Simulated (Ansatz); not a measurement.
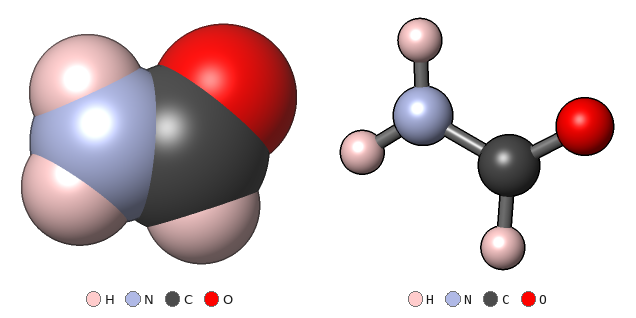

Both panels show the same species.

The computed structure is the end point of a PBE0-D4/def2-TZVP optimisation.

> What is the molecular formula?

CH3NO, 6 atoms: 1 carbon, 3 hydrogen, 1 nitrogen and 1 oxygen.

> What is the point group of this geometry?

Cs.

> How many sets of symmetry-equivalent atoms are there?

6: 1 H, 1 N, 1 C, 1 H, 1 O, 1 H.

The parts below concern this one geometry. Atoms keep their numbers from picture to picture.

Vibrations

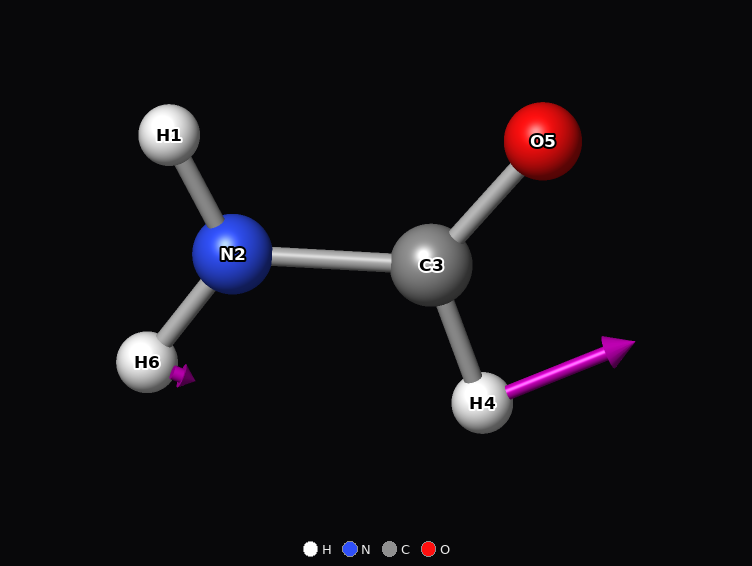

The arrows show one normal mode. Harmonic vibrations computed with RKS PBE0-D4/def2-TZVP (Ansatz 0.2.0) at a stationary point of the same level.

> Describe the motion.

Mostly angle bending.

> At what wavenumber does it lie?

1420 cm⁻¹; it is mode 7 of 12 counted from the lowest.

Electronic properties

Level of theory: RKS PBE0-D4/def2-TZVPP (Ansatz 0.2.0).

> Give the HOMO energy (Kohn–Sham orbital) at this level.

−7.59 eV.

> Estimate the LUMO energy (Kohn–Sham orbital).

0.60 eV.

Dipole moment

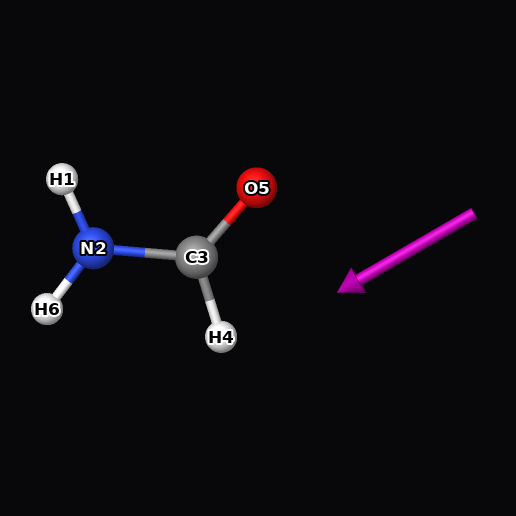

The arrow beside the molecule shows the direction of the dipole moment, from the negative to the positive end (its length means nothing). Level of theory: RKS PBE0-D4/def2-TZVP (Ansatz 0.2.0).

> How large is the dipole moment?

3.97 D; it points from the side of O5 to the side of H6 (the outermost atoms at the two ends).
